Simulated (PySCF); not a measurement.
# C5H11NOSi: what the fields show

```tsv
atom	x (Å)	y (Å)	z (Å)
C	-1.4251	1.7350	1.0577
C	-1.8206	0.9146	0.1030
C	-0.9529	-0.0936	-0.5997
C	-1.6537	-1.4536	-0.6750
N	0.3445	-0.2333	0.0295
C	1.5102	0.0791	-0.5754
O	1.5577	0.4926	-1.7223
Si	3.1298	-0.1715	0.4212
H	-2.0997	2.4388	1.5133
H	-0.4076	1.7544	1.4128
H	-2.8454	0.9296	-0.2426
H	-0.7460	0.2640	-1.6175
H	-2.5928	-1.3629	-1.2139
H	-1.0227	-2.1714	-1.1940
H	-1.8615	-1.8272	0.3265
H	0.3529	-0.5682	0.9798
H	3.8395	-1.3131	-0.1500
H	2.7623	-0.4531	1.8159
H	3.9212	1.0490	0.3232
```

Geometry: GFN2-xTB.

Method: PBE0/pcSseg-1, SCF density, gas phase, non-relativistic in PySCF 2.14.0.

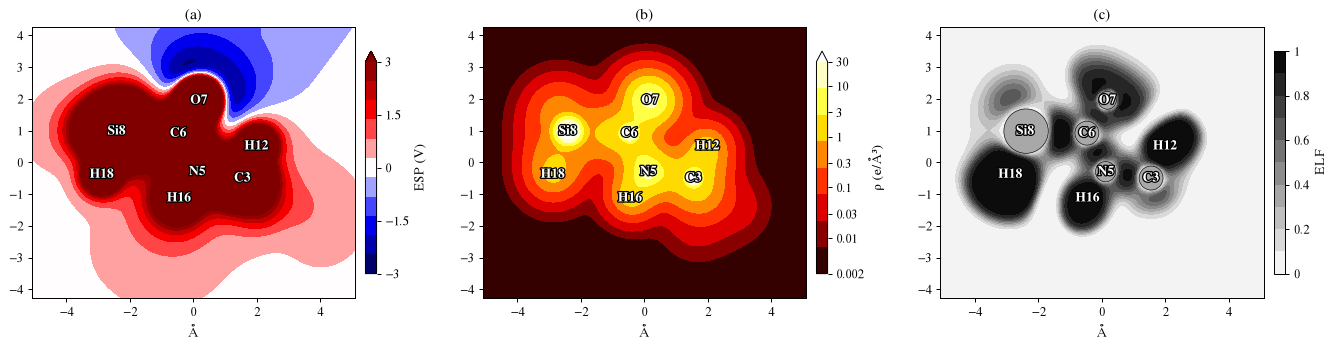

Figure 1. (a) electrostatic potential; (b) electron density; (c) ELF on the plane of atoms C6, N5 and H16. Grey discs cover the atomic cores in the ELF map.

What does the map show?

Answer. Atoms in the plane: C, N, O, Si and H.
C–O (1.22 Å): ρ is about 3.2 e/Å³ halfway; the ELF peaks at about 0.85 between the atoms (a short, multiple covalent bond).
C–N (1.35 Å): ρ at the midpoint is about 2.4 e/Å³; the ELF peaks at about 0.90 between the atoms (a covalent bond).
C–Si (1.92 Å): the density is about 0.92 e/Å³ at the midpoint; the ELF peaks at about 1 between the atoms: a covalent bond.
N–H (1.01 Å): ρ at the midpoint is about 2.9 e/Å³; the ELF climbs to about 1 towards the hydrogen, as it does in any bond to H (a covalent bond by its length).
C–N (1.45 Å): ρ is about 1.9 e/Å³ halfway; the ELF peaks at about 0.95 between the atoms (a covalent bond).
The ELF also peaks beside O7, away from the bonds: lone-pair regions.
Outside the dense part of the molecule the potential is most negative (−2.5 V) near O7.

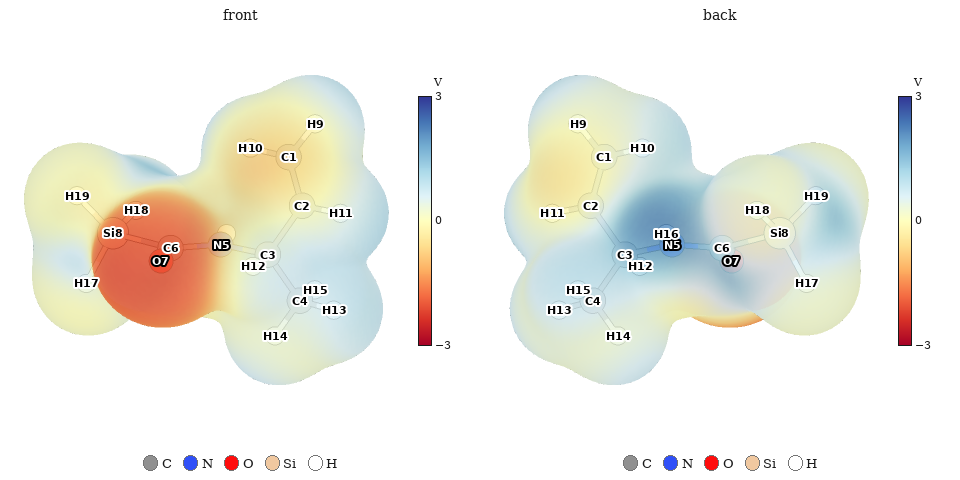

Figure 2. The electrostatic potential painted on the density surface at 0.002 e/bohr³, seen from the front and from behind; red is negative and blue positive.

Describe the electrostatic potential map.

Answer. The most negative region (about −2.0 V) lies over O7, the most positive (about +2.0 V) over H16. O7 is the likeliest acceptor of a hydrogen bond.

What dipole moment does the calculation give?

Answer. Its dipole moment is 3.32 D.
